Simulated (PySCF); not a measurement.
H5AlBNO4, SMILES OB(O)[NH][Al]([OH])[OH] at its B3LYP/def2-SVP optimised geometry (Å):

```
12

B     -2.0318    -0.8640    -0.0027
O     -2.6776     0.3351    -0.0078
O     -2.8392    -1.9788    -0.0020
N     -0.5781    -0.9618     0.0016
Al     0.5225     0.4406     0.0000
O      2.2168     0.4406     0.0000
O     -0.3364     1.9192     0.0000
H     -2.0833     1.1047    -0.0058
H     -2.3552    -2.8099     0.0002
H     -0.2015    -1.9059     0.0061
H      2.8392    -0.2895    -0.0145
H      0.0236     2.8099    -0.0014
```

Calculation: B3LYP/def2-TZVP in PySCF 2.14.0. Cells within 0.4 Å of a nucleus heavier than hydrogen are left out (blank, or x).

Map of the log10 of the electron density (e/bohr³), floored at −4 on the plane z = 0.0 Å:

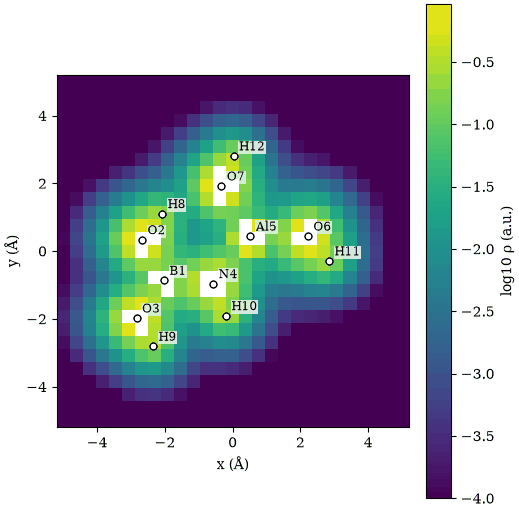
*Log10 of the electron density (e/bohr³), floored at −4 on the plane z = 0.0 Å.*
